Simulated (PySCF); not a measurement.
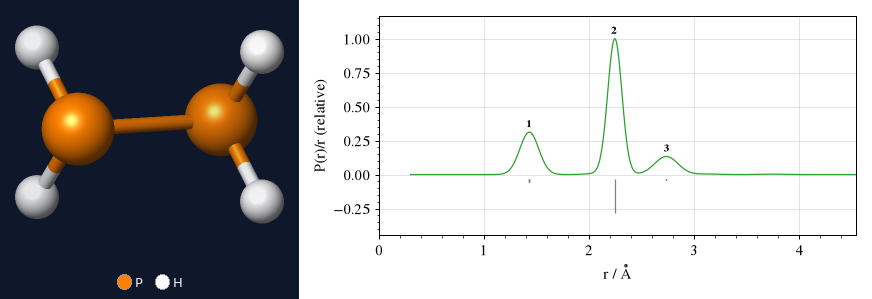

Simulated gas electron diffraction: radial distribution curve of H4P2. Each pair of atoms contributes with weight ZᵢZⱼ/r (bars below the curve); damping constant 0.001 Å²; vibrational amplitudes assumed, not computed: 0.05 Å for bonds, 0.078 Å for bonds to H, 0.06 + 0.015 r up to 0.15 Å for other pairs. The geometry is the end point of an optimisation (PySCF, PBE0-D3(BJ)/def2-SVP geometry optimisation, gas phase); it may be a saddle point or a higher isomer. SMILES: PP.

Assign the numbered peaks of the radial distribution curve (– bonded, ··· not bonded).

Answer. Peak 1, 1.43 Å: P–H 1.43 Å (×4)
Peak 2, 2.24 Å: P–P 2.24 Å
Peak 3, 2.73 Å: P···H 2.73 Å (×4)
